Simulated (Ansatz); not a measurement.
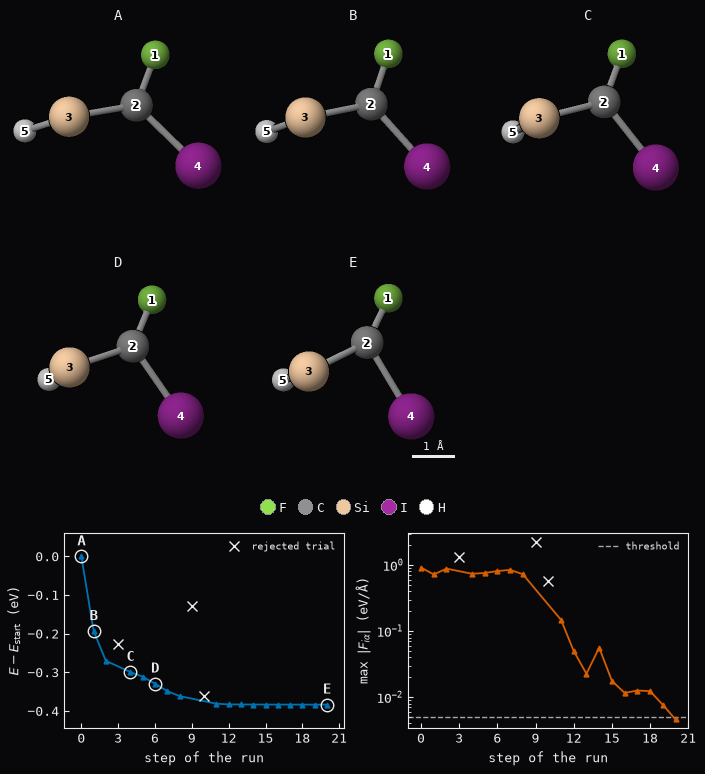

Frames of a relaxation of CHFISi (charge +1), marked on the history of the run. The picture is a ball-and-stick view, seen face on.

Method: Ansatz, RKS PBE0-D4/def2-TZVP.

Input file:
```yaml
crystal:
  periodic: [false, false, false]
  atoms:
    - {symbol: F, position_ang: [0.059030, -1.380840, 1.043980]}
    - {symbol: C, position_ang: [-0.171770, -0.501260, 0.110880]}
    - {symbol: Si, position_ang: [0.393930, 1.250430, 0.368340]}
    - {symbol: I, position_ang: [-1.841080, -0.937580, -1.058700]}
    - {symbol: H, position_ang: [1.559890, 1.569240, -0.464490]}
basis:
  gaussian: {orbitals: def2-TZVP}
total_charge: 1
hamiltonian: {xc: pbe0, dispersion: d4}
relax: {f_tol: 0.005, max_steps: 200}
```

Run as
```bash
ansatz run in.yaml --threads 2 --pin off --events-out ev --progress --plain --max-ram 4352MiB
```

What happens along the run?

After 17 accepted moves (20 points after the start) the energy has fallen by 0.383 eV. Largest force component: 0.92 eV/Å at the start, 0.0046 eV/Å at the end. The line search rejected the trial steps at points 3, 9, 10 of the run. The largest move after the best rigid fit is that of H5, 0.60 Å. Largest moves by element: H 0.60 Å, I 0.54 Å, Si 0.32 Å, C 0.29 Å, F 0.20 Å. Among the contacts that change: Si3–I4 3.438 → 2.902 Å, Si3–H5 1.468 → 1.523 Å, F1–C2 1.303 → 1.256 Å, C2–Si3 1.859 → 1.845 Å. Bond angles that change, for instance: C2–Si3–H5 111.6° → 83.0°, Si3–C2–I4 121.2° → 95.2°, F1–C2–Si3 118.9° → 143.8°. From step 0 to 1: H5 moves most (0.19 Å), energy −0.193 eV. From step 1 to 4: H5 moves most (0.28 Å), energy −0.106 eV. From step 4 to 6: H5 moves most (0.15 Å), energy −0.030 eV. From step 6 to 20: Si3 moves most (0.14 Å), energy −0.054 eV.

```json
{"step": "0", "E − E(0), eV": "0.0000", "largest force component, eV/Å": "0.9168", "note": ""}
{"step": "1", "E − E(0), eV": "-0.1933", "largest force component, eV/Å": "0.7206", "note": ""}
{"step": "2", "E − E(0), eV": "-0.2702", "largest force component, eV/Å": "0.8830", "note": ""}
{"step": "3", "E − E(0), eV": "-0.2273", "largest force component, eV/Å": "1.3251", "note": "rejected"}
{"step": "4", "E − E(0), eV": "-0.2990", "largest force component, eV/Å": "0.7379", "note": ""}
{"step": "5", "E − E(0), eV": "-0.3112", "largest force component, eV/Å": "0.7579", "note": ""}
{"step": "6", "E − E(0), eV": "-0.3291", "largest force component, eV/Å": "0.8111", "note": ""}
{"step": "7", "E − E(0), eV": "-0.3485", "largest force component, eV/Å": "0.8451", "note": ""}
{"step": "8", "E − E(0), eV": "-0.3612", "largest force component, eV/Å": "0.7259", "note": ""}
{"step": "9", "E − E(0), eV": "-0.1292", "largest force component, eV/Å": "2.2612", "note": "rejected"}
{"step": "10", "E − E(0), eV": "-0.3606", "largest force component, eV/Å": "0.5836", "note": "rejected"}
{"step": "11", "E − E(0), eV": "-0.3810", "largest force component, eV/Å": "0.1483", "note": ""}
{"step": "12", "E − E(0), eV": "-0.3827", "largest force component, eV/Å": "0.0499", "note": ""}
{"step": "13", "E − E(0), eV": "-0.3830", "largest force component, eV/Å": "0.0226", "note": ""}
{"step": "14", "E − E(0), eV": "-0.3831", "largest force component, eV/Å": "0.0562", "note": ""}
{"step": "15", "E − E(0), eV": "-0.3832", "largest force component, eV/Å": "0.0177", "note": ""}
{"step": "16", "E − E(0), eV": "-0.3833", "largest force component, eV/Å": "0.0116", "note": ""}
{"step": "17", "E − E(0), eV": "-0.3833", "largest force component, eV/Å": "0.0126", "note": ""}
{"step": "18", "E − E(0), eV": "-0.3833", "largest force component, eV/Å": "0.0123", "note": ""}
{"step": "19", "E − E(0), eV": "-0.3833", "largest force component, eV/Å": "0.0077", "note": ""}
{"step": "20", "E − E(0), eV": "-0.3834", "largest force component, eV/Å": "0.0046", "note": ""}
```
